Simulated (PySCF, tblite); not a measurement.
# C₂H₅ClSi (triplet), a cluster model of a defect: EPR parameters

What EPR parameters should one expect for `[SiH3]C[C]Cl`? It is drawn as: twofold C.

Computed with tblite 0.8.0 and PySCF 2.14.0; each step states its level. No surroundings beyond the atoms listed, unless a continuum is named. Atoms count from 0, parts from 1.

## 1. The system as given

9 atoms, charge 0, multiplicity 3; geometry: distance geometry start.

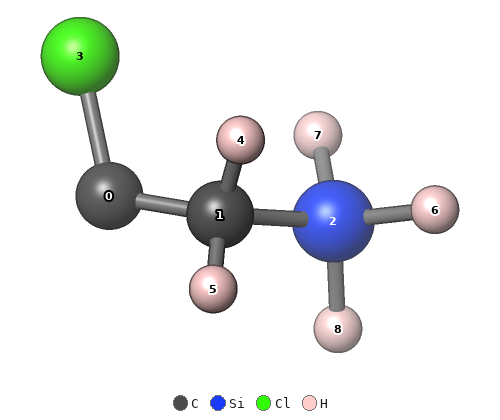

The starting geometry (carbon dark grey, silicon blue, chlorine green, hydrogen pink), atoms numbered.

## 2. Geometry optimisation with GFN2-xTB

What the job is given:

```
{"job": {"kind": "relax", "xc": "GFN2-xTB", "basis": "xTB"}, "charge": 0, "multiplicity": 3}
C      1.559835     0.104532     0.842084
C      0.463087    -0.676889     0.132374
Si    -1.108916     0.311866    -0.086298
Cl     2.540908     1.060084    -0.274962
H      0.799067    -0.845561    -0.921495
H      0.312899    -1.608406     0.703047
H     -1.915491    -0.416588    -1.077688
H     -0.761051     1.659458    -0.510920
H     -1.908159     0.371949     1.168495
```

Method: GFN2-xTB geometry optimisation, gas phase.

Run with:

```sh
$ OMP_NUM_THREADS=1 python cluster_run.py task.json out
```

This one command runs all jobs of the session in turn.

What it wrote:

```text
step      E/eV     max force
  0    -351.73300    2.862
  1    -351.94754    1.779
  2    -352.04655    0.753
  3    -352.06230    0.643
  4    -352.11583    0.482
  5    -352.12537    0.435
  6    -352.14141    0.381
  7    -352.15273    0.327
  8    -352.16326    0.320
  9    -352.16977    0.225
 10    -352.17453    0.204
 11    -352.17823    0.196
 12    -352.18157    0.151
 13    -352.18398    0.132
 14    -352.18608    0.138
 15    -352.18853    0.163
 16    -352.19120    0.135
 17    -352.19301    0.103
 18    -352.19401    0.083
 19    -352.19487    0.085
 20    -352.19609    0.104
 21    -352.19800    0.131
 22    -352.20014    0.141
 23    -352.20180    0.120
 24    -352.20293    0.095
 25    -352.20398    0.090
 26    -352.20538    0.108
 27    -352.20696    0.124
 28    -352.20845    0.130
 29    -352.20989    0.113
 30    -352.21145    0.116
 31    -352.21310    0.117
 32    -352.21445    0.066
 33    -352.21529    0.119
 34    -352.21586    0.058
 35    -352.21640    0.064
 36    -352.21696    0.060
 37    -352.21760    0.075
 38    -352.21806    0.081
 39    -352.21851    0.073
 40    -352.21899    0.074
 41    -352.21930    0.048
 42    -352.21948    0.037
 43    -352.21962    0.041
 44    -352.21977    0.041
 45    -352.22003    0.055
 46    -352.22041    0.054
 47    -352.22076    0.044
 48    -352.22097    0.051
 49    -352.22120    0.053
 50    -352.22163    0.074
 51    -352.22235    0.099
 52    -352.22348    0.105
 53    -352.22464    0.107
 54    -352.22560    0.093
 55    -352.22630    0.088
 56    -352.22709    0.087
 57    -352.22784    0.085
 58    -352.22849    0.101
 59    -352.22871    0.043
 60    -352.22893    0.037
 61    -352.22911    0.031
 62    -352.22946    0.053
 63    -352.22971    0.057
 64    -352.23000    0.034
 65    -352.23012    0.018
 66    -352.23015    0.016
 67    -352.23016    0.012
 68    -352.23018    0.011
 69    -352.23021    0.013
 70    -352.23024    0.014
 71    -352.23026    0.014
 72    -352.23028    0.013
 73    -352.23030    0.010
 74    -352.23033    0.009
 75    -352.23034    0.010
 76    -352.23036    0.008
```

Wall time 1.5 s (1 thread of Arm Neoverse V1, shared host).

Relaxation path:

| step | energy from step 0 (eV) | largest force (eV/Å) |
| --- | --- | --- |
| 0 | 0.0000 | 2.8627 |
| 3 | -0.3293 | 0.6435 |
| 6 | -0.4084 | 0.3814 |
| 9 | -0.4368 | 0.2249 |
| 12 | -0.4486 | 0.1509 |
| 15 | -0.4555 | 0.1627 |
| 18 | -0.4610 | 0.0832 |
| 21 | -0.4650 | 0.1310 |
| 24 | -0.4699 | 0.0947 |
| 27 | -0.4740 | 0.1244 |
| 30 | -0.4785 | 0.1156 |
| 33 | -0.4823 | 0.1185 |
| 36 | -0.4840 | 0.0600 |
| 39 | -0.4855 | 0.0733 |
| 42 | -0.4865 | 0.0368 |
| 45 | -0.4870 | 0.0555 |
| 48 | -0.4880 | 0.0503 |
| 51 | -0.4894 | 0.0987 |
| 54 | -0.4926 | 0.0922 |
| 57 | -0.4948 | 0.0852 |
| 60 | -0.4959 | 0.0362 |
| 63 | -0.4967 | 0.0572 |
| 66 | -0.4971 | 0.0157 |
| 69 | -0.4972 | 0.0124 |
| 72 | -0.4973 | 0.0124 |
| 75 | -0.4973 | 0.0102 |
| 76 | -0.4974 | 0.0079 |

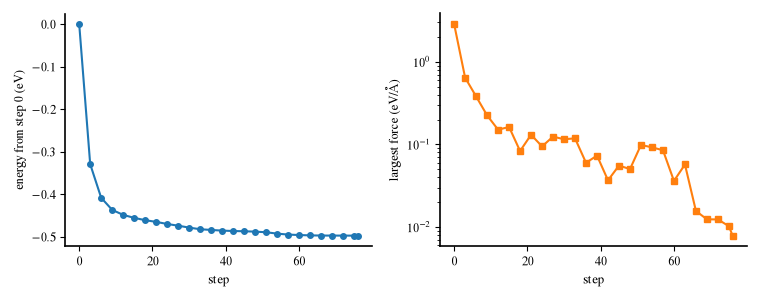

Energy and largest force along the relaxation.

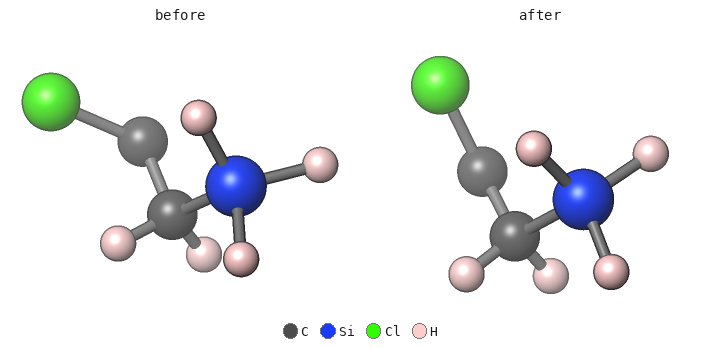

The geometry before (left) and after (right).

Close pairs (by a distance rule), those that changed most:

| bond | before (Å) | after (Å) | change (Å) |
| --- | --- | --- | --- |
| C0–Cl3 | 1.767 | 1.659 | -0.108 |
| C0–C1 | 1.522 | 1.438 | -0.084 |
| C1–Si2 | 1.870 | 1.943 | +0.073 |
| Si2–H8 | 1.489 | 1.459 | -0.029 |
| C1–H4 | 1.119 | 1.102 | -0.017 |
| C1–H5 | 1.103 | 1.092 | -0.011 |
| Si2–H6 | 1.471 | 1.463 | -0.008 |
| Si2–H7 | 1.455 | 1.462 | +0.007 |

## 3. Geometry optimisation at PBE0-D3(BJ)/def2-SVP

What the job is given:

```
{"job": {"xc": "PBE0", "basis": "def2-SVP", "d3": "d3bj", "grid": 2, "kind": "geom", "shake": 0.01}, "charge": 0, "multiplicity": 3}
C      1.650003    -0.124046     0.634894
C      0.512544    -0.755639    -0.009317
Si    -1.098626     0.348996    -0.123261
Cl     2.248354     1.440529     0.405601
H      0.769339    -1.088282    -1.037387
H      0.265315    -1.648903     0.552687
H     -2.093157    -0.456951    -0.778053
H     -0.732075     1.538290    -0.914268
H     -1.477449     0.722858     1.260555
```

What it wrote:

```text
step   0  E = -828.11802386  max force = 0.032951
step   1  E = -828.12092275  max force = 0.006582
step   2  E = -828.12105230  max force = 0.002490
step   3  E = -828.12107379  max force = 0.000285
step   4  E = -828.12107679  max force = 0.000176
optimisation converged
```

Run time: 31 s. Hardware: 1 thread of Arm Neoverse V1, shared host; peak memory 0.46 GiB.

Step by step:

| step | energy from step 0 (eV) | largest force component (eV/Å) |
| --- | --- | --- |
| 0 | 0.0000 | 1.6944 |
| 1 | -0.0789 | 0.3385 |
| 2 | -0.0824 | 0.1280 |
| 3 | -0.0830 | 0.0147 |
| 4 | -0.0831 | 0.0091 |

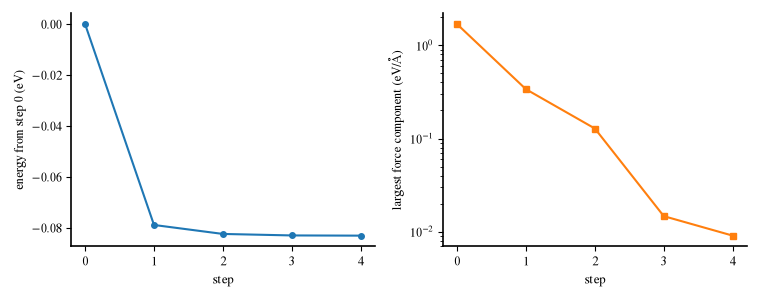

Energy and largest force along the relaxation.

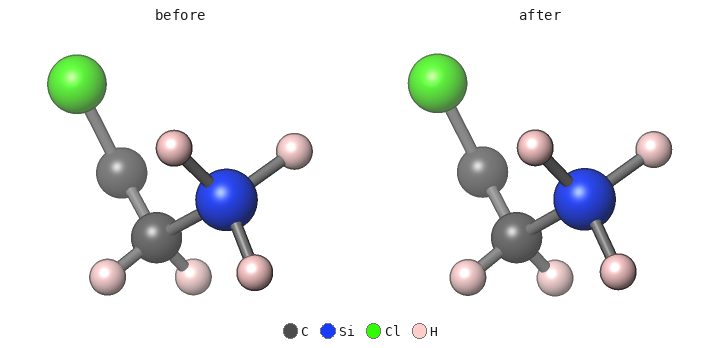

Before and after, at one scale.

Distances of close pairs at the start and the end, largest changes first:

| bond | before (Å) | after (Å) | change (Å) |
| --- | --- | --- | --- |
| Si2–H6 | 1.438 | 1.495 | +0.057 |
| C1–Si2 | 1.957 | 1.909 | -0.047 |
| C1–H5 | 1.084 | 1.104 | +0.020 |
| Si2–H7 | 1.475 | 1.492 | +0.017 |
| C0–C1 | 1.452 | 1.466 | +0.014 |
| Si2–H8 | 1.483 | 1.492 | +0.010 |
| C0–Cl3 | 1.691 | 1.682 | -0.009 |
| C1–H4 | 1.111 | 1.110 | -0.000 |

The next job starts from the end point, and lists it.

| at the end point | value |
| --- | --- |
| point group (found at 0.08 Å tolerance) | C1 |
| rotational constants (GHz, main isotopes) | 10.188, 2.187, 1.881 |
| dipole moment (D) | 1.23 |
| ⟨S²⟩ | 2.007 |

## 4. g tensor and hyperfine couplings: B3LYP/IGLO-III+pcH-1

What the job is given:

```
{"job": {"kind": "epr"}, "charge": 0, "multiplicity": 3}
C      1.730323    -0.097468     0.631778
C      0.591870    -0.733481    -0.036932
Si    -0.967642     0.363674    -0.135982
Cl     2.355125     1.450886     0.427959
H      0.845636    -1.071351    -1.063612
H      0.314992    -1.641468     0.526865
H     -2.066968    -0.416192    -0.782716
H     -0.683369     1.579292    -0.952807
H     -1.383227     0.770766     1.238293
```

Level: UKS B3LYP, IGLO-III on C Cl Si, pcH-1 on H, non-relativistic, mean-field spin-orbit, GIAO.

What it wrote:

```text
UKS, coarse grid
  cycle   1  E = -828.84201341  |g| = 2.34e-01
  cycle   2  E = -828.84802050  |g| = 1.94e-01
  cycle   3  E = -828.86415016  |g| = 5.88e-02
  cycle   4  E = -828.86591187  |g| = 1.36e-02
  cycle   5  E = -828.86602607  |g| = 5.61e-03
  cycle   6  E = -828.86604671  |g| = 2.07e-03
  cycle   7  E = -828.86604869  |g| = 1.25e-03
  cycle   8  E = -828.86605053  |g| = 2.21e-04
UKS, final grid
  cycle   1  E = -828.86604912  |g| = 2.83e-04
  cycle   2  E = -828.86604905  |g| = 4.66e-04
  cycle   3  E = -828.86604917  |g| = 4.00e-05
  cycle   4  E = -828.86604917  |g| = 8.79e-06
E = -828.86604917 Eh   <S^2> = 2.0075 (exact 2.0000)
g shifts (ppm)      1          2          3
  rmc          -183       -183       -183
  gc             23         19        -32
  oz_so         231       2330       2940
  total          71       2166       2725
hyperfine (MHz)  atom isotope    a_iso     a_fc   dipolar eigenvalues
    0   13C     322.61     322.44    -70.71     17.25     53.46
    1   13C       9.56       9.54     -5.11     -4.72      9.83
    2  29Si     -47.58     -47.66    -10.02      4.86      5.16
    3  35Cl      19.32      19.49    -29.33      8.94     20.39
    4    1H      75.74      75.73     -5.28     -3.05      8.33
    5    1H      27.97      27.97     -5.82     -5.29     11.11
    6    1H       8.95       8.95     -1.48     -0.86      2.35
    7    1H      -0.44      -0.44     -1.96     -1.12      3.09
    8    1H      -1.46      -1.46     -2.11     -1.46      3.57
zero-field splitting (cm-1)  D = 2.5068  E = 0.0869  (spin-spin 0.5729, spin-orbit 1.9827)
```

Wall time 45 s (1 thread of Arm Neoverse V1, shared host); peak memory 0.63 GiB.

Principal g values 2.00239, 2.00449, 2.00504; g(iso) = 2.00397, against 2.00232 for a free electron.

Hyperfine couplings, nucleus by nucleus at this fixed geometry (no averaging over rotations):

| nuclei | isotope | a(iso) (MHz) | a(iso) (G, at g = 2.0023) | largest dipolar term (MHz) |
| --- | --- | --- | --- | --- |
| C0 | 13C | 322.6 | 115.1 | -70.7 |
| H4 | 1H | 75.7 | 27.0 | 8.3 |
| Si2 | 29Si | -47.6 | -17.0 | -10.0 |
| H5 | 1H | 28.0 | 10.0 | 11.1 |
| Cl3 | 35Cl | 19.3 | 6.9 | -29.3 |
| C1 | 13C | 9.6 | 3.4 | 9.8 |
| H6 | 1H | 9.0 | 3.2 | 2.3 |
| H8 | 1H | -1.5 | -0.5 | 3.6 |
| H7 | 1H | -0.4 | -0.2 | 3.1 |

Zero-field splitting: D = 2.507 cm⁻¹ (spin-spin 0.573, spin-orbit 1.983), E = 0.087 cm⁻¹.

Mulliken spin populations:

| atom | value (e) |
| --- | --- |
| C0 | 1.67 |
| C1 | -0.09 |
| Si2 | 0.08 |
| Cl3 | 0.22 |
| H4 | 0.08 |
| H5 | 0.02 |
| H6 | 0.01 |
| H7 | 0.00 |
| H8 | 0.00 |

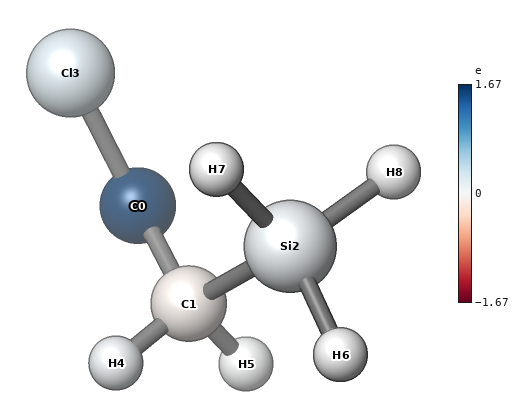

Mulliken spin populations, as colours on the atoms.

Orbitals, density, ELF and potential are computed afterwards from the orbital file.

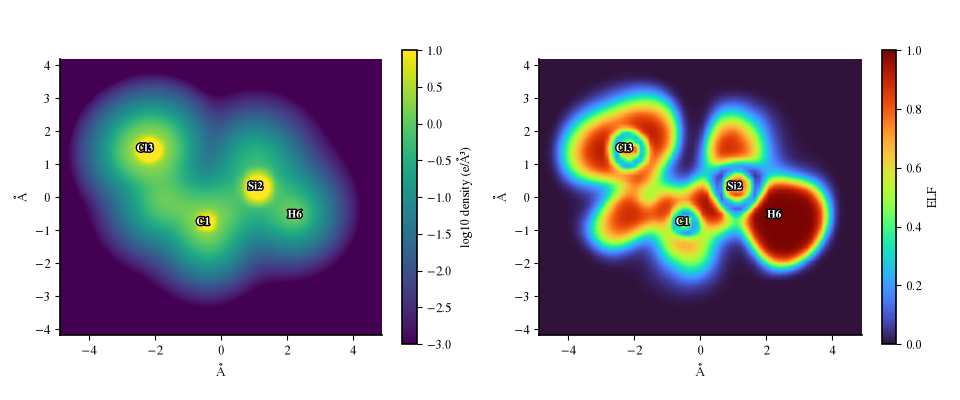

Density (left) and ELF (right) in a plane through or near 4 of the atoms.

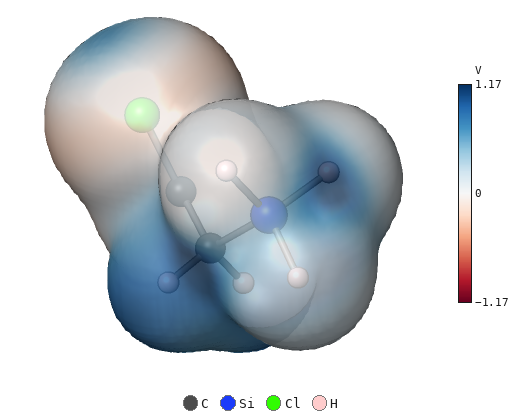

Electrostatic potential on the surface of density 0.002 e/bohr³; red is low, blue high. It runs from -0.39 V near C0 to 1.17 V near H6.

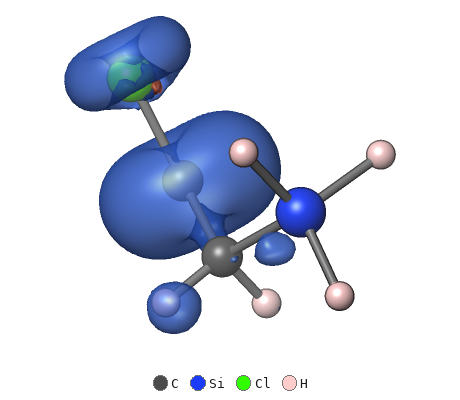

Spin density at ±0.05 e/Å³ (alpha excess blue, beta excess red).

## 5. g tensor and hyperfine couplings: BHandHLYP/IGLO-III+pcH-1

The job, as its differences from that of step 4:

```diff
@@ -1,2 +1,2 @@
-{"job": {"kind": "epr"}, "charge": 0, "multiplicity": 3}
+{"job": {"kind": "epr", "xc": "BHandHLYP"}, "charge": 0, "multiplicity": 3}
 C      1.730323    -0.097468     0.631778
```

Level: UKS BHandHLYP, IGLO-III on C Cl Si, pcH-1 on H, non-relativistic, mean-field spin-orbit, GIAO.

What it wrote:

```text
UKS, coarse grid
  cycle   1  E = -828.73604378  |g| = 2.17e-01
  cycle   2  E = -828.76113671  |g| = 1.39e-01
  cycle   3  E = -828.77037694  |g| = 5.88e-02
  cycle   4  E = -828.77267249  |g| = 1.65e-02
  cycle   5  E = -828.77298340  |g| = 6.37e-03
  cycle   6  E = -828.77302818  |g| = 2.68e-03
  cycle   7  E = -828.77303634  |g| = 1.00e-03
  cycle   8  E = -828.77303746  |g| = 2.64e-04
UKS, final grid
  cycle   1  E = -828.77303552  |g| = 1.50e-04
  cycle   2  E = -828.77303554  |g| = 1.11e-04
  cycle   3  E = -828.77303555  |g| = 4.44e-05
  cycle   4  E = -828.77303556  |g| = 2.18e-05
E = -828.77303556 Eh   <S^2> = 2.0116 (exact 2.0000)
g shifts (ppm)      1          2          3
  rmc          -182       -182       -182
  gc             23         19        -31
  oz_so         174       2214       2665
  total          15       2050       2452
hyperfine (MHz)  atom isotope    a_iso     a_fc   dipolar eigenvalues
    0   13C     356.82     356.64    -72.94     17.84     55.10
    1   13C       4.41       4.38     -5.07     -4.61      9.68
    2  29Si     -45.86     -45.93     -9.54      4.56      4.98
    3  35Cl      22.53      22.69    -28.58      8.70     19.87
    4    1H      76.33      76.32     -5.12     -3.22      8.34
    5    1H      28.39      28.40     -5.77     -5.55     11.33
    6    1H       8.50       8.50     -1.41     -0.87      2.28
    7    1H      -0.71      -0.71     -1.93     -1.20      3.13
    8    1H      -1.54      -1.54     -2.10     -1.53      3.63
zero-field splitting (cm-1)  D = 2.8301  E = 0.1036  (spin-spin 0.6182, spin-orbit 2.2842)
```

Run time: 46 s. Hardware: 1 thread of Arm Neoverse V1, shared host; peak memory 0.63 GiB.

In short: g(iso) 2.00383.

## 6. Comparing the runs: EPR parameters

g, ⟨S²⟩ and isotropic hyperfine couplings (MHz), with basis size and wall time:

| run | g(iso) | ⟨S²⟩ | 13C C0 | 1H H4 | 29Si Si2 | 1H H5 | 35Cl Cl3 | functions | time |
| --- | --- | --- | --- | --- | --- | --- | --- | --- | --- |
| B3LYP/IGLO-III+pcH-1 | 2.00397 | 2.007 | 322.6 | 75.7 | -47.6 | 28.0 | 19.3 | 208 | 45 s |
| BHandHLYP/IGLO-III+pcH-1 | 2.00383 | 2.012 | 356.8 | 76.3 | -45.9 | 28.4 | 22.5 | 208 | 46 s |

## 7. Summary of results

```
                             quantity                  value
                          point group                     C1
 rotational constants (main isotopes)  10.19, 2.19, 1.88 GHz
                         D, E (B3LYP)      2.507, 0.087 cm⁻¹
                       g(iso) (B3LYP)                2.00397
                                 ⟨S²⟩     2.007 (exact 2.00)
                       largest a(iso)   13C on C0, 322.6 MHz
surface potential, least and greatest     -0.39 V and 1.17 V
```

Relaxing lowered the energy by 0.083 eV in 4 steps; the close pair that moved most is Si2–H6, from 1.438 to 1.495 Å (PBE0/def2-SVP). C0 carries the largest spin population, 1.67 e. The isotropic g lies 1.7 ppt above the free-electron value. The coupling of 13C on C0 runs from 322.6 (B3LYP/IGLO-III+pcH-1) to 356.8 MHz (BHandHLYP/IGLO-III+pcH-1). The triplet was assumed; the singlet may lie lower.
